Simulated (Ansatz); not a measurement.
**CH8ClNSi2: how energies converge with the basis set**

How large a basis does CH8ClNSi2 need? Two functionals are run in growing sets.

The runs use Ansatz 0.2.0, Gaussian basis; one geometry, several basis sets.

Levels to be run: PBE0-D4/def2-SVP; ωB97M-V/def2-SVP; PBE0-D4/def2-QZVPP; ωB97M-V/def2-QZVPP; the functionals' def2-TZVPP values are taken from earlier runs.

**1. Structure used throughout**

An earlier PBE0-D4 in a triple-zeta def2 set relaxation fixed the geometry.

SMILES `C[Si](N)([SiH3])Cl`, 13 atoms, charge 0, spin multiplicity 1.

Atoms are counted from 1 here; the program's logs count them from 0.

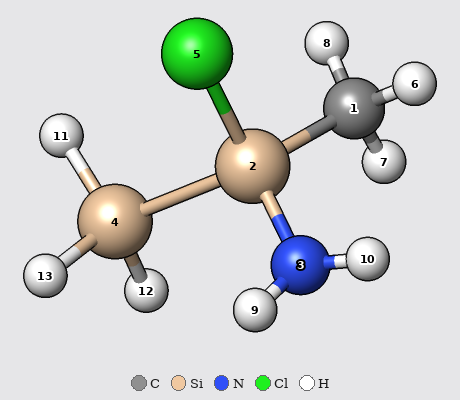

The geometry (carbon grey, silicon light orange, nitrogen blue, chlorine green, hydrogen white); atoms are numbered from 1 in the order of the file.

**2. PBE0-D4 in def2-SVP**

The input, in.yaml:

```yaml
crystal:
  periodic: [false, false, false]
  atoms:
    - {symbol: C, position_ang: [-1.484471, 0.890023, -0.597805]}
    - {symbol: Si, position_ang: [0.180637, 0.078463, -0.438615]}
    - {symbol: N, position_ang: [0.068613, -1.519972, -1.035257]}
    - {symbol: Si, position_ang: [1.052216, -0.002097, 1.729942]}
    - {symbol: Cl, position_ang: [1.518717, 1.269794, -1.519231]}
    - {symbol: H, position_ang: [-1.805363, 0.895890, -1.643085]}
    - {symbol: H, position_ang: [-2.230175, 0.353543, -0.006706]}
    - {symbol: H, position_ang: [-1.442629, 1.925738, -0.255777]}
    - {symbol: H, position_ang: [0.851801, -2.148146, -0.948078]}
    - {symbol: H, position_ang: [-0.443329, -1.704147, -1.884656]}
    - {symbol: H, position_ang: [1.361723, 1.368716, 2.215863]}
    - {symbol: H, position_ang: [0.086581, -0.636883, 2.668972]}
    - {symbol: H, position_ang: [2.306078, -0.805523, 1.729232]}
basis:
  gaussian: {orbitals: def2-SVP}
hamiltonian: {xc: pbe0, dispersion: d4}
output: {orbitals: {seedname: orbitals}}
```

The run is started by

```
$ ansatz run in.yaml --threads 4 --pin off --events-out ev --progress --plain --max-ram 10444MiB
```

Standard output:

```text
Functional definition: PBE0
  name "PBE0"
  cite "Adamo & Barone, J. Chem. Phys. 110, 6158 (1999) doi:10.1063/1.478522"
  cite "Perdew, Burke & Ernzerhof, Phys. Rev. Lett. 77, 3865 (1996) doi:10.1103/PhysRevLett.77.3865"
  parent pbe
  parameter a = 0.25
  parameter kappa = 0.804
  parameter beta = 0.06672455060314922
  exchange = (1 - a)*pbe_x(kappa = kappa, mu = beta*pi^2/3) + a*exact_x
  correlation = pbe_c(beta = beta)
1196 factors; integrals over basis functions are off by at most 1.2e-3 eV
mean field evaluation 1: about -30905.0296 eV, gradient 6.1e1 eV
mean field evaluation 2: about -30898.8438 eV, gradient 7.7e1 eV
mean field evaluation 4: about -30913.0467 eV, gradient 3.2e0 eV
mean field evaluation 8: about -30913.1906 eV, gradient 1.8e-1 eV
mean field evaluation 16: about -30913.1907 eV, gradient 2.4e-5 eV
mean field -30913.19073591 eV, -1136.0388058314 hartree, gradient 2.3e-5 eV, S^2 0.000000; 0 other end points of the search recorded, 0 dependent functions left out
reference -30913.19076622 eV, -1136.0388069454 hartree; 33, 33 occupied and 89, 89 virtual orbitals, 1196 factors
Total energy: -30913.48921568 eV, -1136.0497747605 hartree
```

It took 1.1 s on 4 threads of Intel Xeon Platinum 8488C, shared host.

**3. ωB97M-V in def2-SVP**

Changes to in.yaml since step 2:

```diff
@@ -18,3 +18,3 @@
   gaussian: {orbitals: def2-SVP}
-hamiltonian: {xc: pbe0, dispersion: d4}
+hamiltonian: {xc: {name: wB97M-V}}
 output: {orbitals: {seedname: orbitals}}
```

The command is unchanged.

Standard output, cut to the lines that bear on the results:

```text
Functional definition: wB97M-V
  name "wB97M-V"
  cite "Mardirossian & Head-Gordon, J. Chem. Phys. 144, 214110 (2016) doi:10.1063/1.4952647"
  cite "Becke, J. Chem. Phys. 107, 8554 (1997) doi:10.1063/1.475007"
  cite "Vydrov & Van Voorhis, J. Chem. Phys. 133, 244103 (2010) doi:10.1063/1.3521275"
  # Of w^i u^j: cxij and so on, Table III.
[...]
  gx(w, u) = 1 - cx + cx01*u + cx10*w
  gss(w, u) = css00 + css04*u^4 + css10*w + css20*w^2 + css43*w^4*u^3
  gos(w, u) = cos00 + cos10*w + (cos20 + cos21*u)*w^2 + (cos60 + cos61*u)*w^6
[...]
      + integral(e_c_pw_mod_opposite_spin*gos(b97_w_opposite, b97_u_opposite)) + vv10(b, c)
1196 factors; integrals over basis functions are off by at most 1.2e-3 eV
396 factors; integrals over basis functions are off by at most 6.4e-6 eV
[...]
mean field -30923.67329319 eV, -1136.4240327061 hartree, gradient 7.7e-5 eV, S^2 0.000000; 0 other end points of the search recorded, 0 dependent functions left out
reference -30923.67333974 eV, -1136.4240344168 hartree; 33, 33 occupied and 89, 89 virtual orbitals, 1196 factors
Total energy: -30923.67333974 eV, -1136.4240344168 hartree
```

Wall time 3.4 s (4 threads of Intel Xeon Platinum 8488C, shared host).

**4. PBE0-D4 in def2-QZVPP**

Changes to in.yaml since step 3:

```diff
@@ -17,4 +17,4 @@
 basis:
-  gaussian: {orbitals: def2-SVP}
-hamiltonian: {xc: {name: wB97M-V}}
+  gaussian: {orbitals: "def2-QZVPP.json"}
+hamiltonian: {xc: pbe0, dispersion: d4}
 output: {orbitals: {seedname: orbitals}}
```

The command is unchanged.

Standard output:

```text
Functional definition: PBE0
  name "PBE0"
  cite "Adamo & Barone, J. Chem. Phys. 110, 6158 (1999) doi:10.1063/1.478522"
  cite "Perdew, Burke & Ernzerhof, Phys. Rev. Lett. 77, 3865 (1996) doi:10.1103/PhysRevLett.77.3865"
  parent pbe
  parameter a = 0.25
  parameter kappa = 0.804
  parameter beta = 0.06672455060314922
  exchange = (1 - a)*pbe_x(kappa = kappa, mu = beta*pi^2/3) + a*exact_x
  correlation = pbe_c(beta = beta)
1978 factors; their error is unknown
mean field evaluation 1: about -30915.8791 eV, gradient 7.6e1 eV
mean field evaluation 2: about -30904.8889 eV, gradient 9.7e1 eV
mean field evaluation 4: about -30927.2210 eV, gradient 5.7e0 eV
mean field evaluation 8: about -30927.2890 eV, gradient 6.3e-2 eV
mean field evaluation 16: about -30927.3134 eV, gradient 4.4e-5 eV
mean field -30927.31338617 eV, -1136.5578036556 hartree, gradient 4.4e-5 eV, S^2 0.000000; 0 other end points of the search recorded, 0 dependent functions left out
reference -30927.31343226 eV, -1136.5578053495 hartree; 33, 33 occupied and 531, 531 virtual orbitals, 1978 factors
Total energy: -30927.61188171 eV, -1136.5687731646 hartree
```

Wall time 10 s (4 threads of Intel Xeon Platinum 8488C, shared host); peak memory 2.8 GiB.

**5. ωB97M-V in def2-QZVPP**

Changes to in.yaml since step 4:

```diff
@@ -18,3 +18,3 @@
   gaussian: {orbitals: "def2-QZVPP.json"}
-hamiltonian: {xc: pbe0, dispersion: d4}
+hamiltonian: {xc: {name: wB97M-V}}
 output: {orbitals: {seedname: orbitals}}
```

Launched as before.

Standard output, cut to the lines that bear on the results:

```text
Functional definition: wB97M-V
  name "wB97M-V"
  cite "Mardirossian & Head-Gordon, J. Chem. Phys. 144, 214110 (2016) doi:10.1063/1.4952647"
  cite "Becke, J. Chem. Phys. 107, 8554 (1997) doi:10.1063/1.475007"
  cite "Vydrov & Van Voorhis, J. Chem. Phys. 133, 244103 (2010) doi:10.1063/1.3521275"
  # Of w^i u^j: cxij and so on, Table III.
[...]
  gx(w, u) = 1 - cx + cx01*u + cx10*w
  gss(w, u) = css00 + css04*u^4 + css10*w + css20*w^2 + css43*w^4*u^3
  gos(w, u) = cos00 + cos10*w + (cos20 + cos21*u)*w^2 + (cos60 + cos61*u)*w^6
[...]
      + integral(e_c_pw_mod_opposite_spin*gos(b97_w_opposite, b97_u_opposite)) + vv10(b, c)
1922 factors; their error is unknown
458 factors; integrals over basis functions are off by at most 1.3e-5 eV
[...]
mean field -30937.89404726 eV, -1136.9466357789 hartree, gradient 3.2e-5 eV, S^2 0.000000; 0 other end points of the search recorded, 0 dependent functions left out
reference -30937.89412022 eV, -1136.9466384604 hartree; 33, 33 occupied and 531, 531 virtual orbitals, 1922 factors
Total energy: -30937.89412022 eV, -1136.9466384604 hartree
```

It took 20 s on 4 threads of Intel Xeon Platinum 8488C, shared host; peak memory 3 GiB.

**6. Functionals by basis**

The def2-TZVPP values come from earlier runs at the same geometry.

```csv
functional,basis,functions,energy (eV),from the largest (eV),HOMO (eV),LUMO (eV)
PBE0-D4,def2-SVP,122,-30913.4892,14.123,-7.56,0.49
PBE0-D4,def2-TZVPP,300,-30926.5461,1.066,-7.70,0.13
PBE0-D4,def2-QZVPP,564,-30927.6119,0.000,-7.74,0.02
ωB97M-V,def2-SVP,122,-30923.6733,14.221,-9.66,2.35
ωB97M-V,def2-TZVPP,300,-30936.8831,1.011,-9.81,1.83
ωB97M-V,def2-QZVPP,564,-30937.8941,0.000,-9.85,1.41
```

**7. Outcome**

```
                                       quantity           value
PBE0-D4: double and triple zeta above quadruple  14.12, 1.07 eV
ωB97M-V: double and triple zeta above quadruple  14.22, 1.01 eV
```

PBE0-D4 gains 13.06 eV from double to triple zeta, then 1.07 eV more. Total energies overstate the basis error of differences, where much of it tends to cancel. The LUMO of ωB97M-V is positive and keeps falling with the basis (2.35 to 1.41 eV): an unbound level that the basis holds in place.

For PBE0-D4 the largest set took about 9 times as long as the smallest (10 s against 1.1 s).
